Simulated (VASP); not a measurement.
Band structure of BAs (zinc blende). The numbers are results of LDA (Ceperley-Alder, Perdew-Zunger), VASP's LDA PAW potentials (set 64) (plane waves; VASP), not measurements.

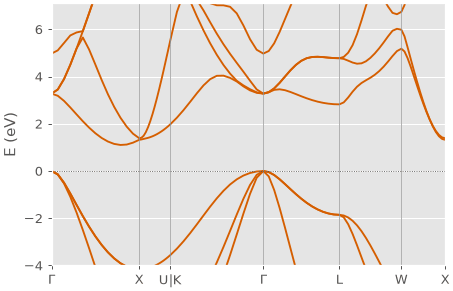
Figure. Bands along high-symmetry lines, zero at the valence-band maximum or, without a gap, the Fermi level

### Question
Read the plot: is there a gap, and where are the band edges?

### Answer
The gap is indirect, 1.10 eV, from the valence maximum at Γ to the conduction minimum at Γ-X at 0.79. (Edges off the drawn lines would not show.)

Measured: gap 1.82 eV (computed value off by -0.72 eV), as given by Wikipedia, List of semiconductor materials.

The compound is BAs in the zinc blende structure. It was relaxed first.
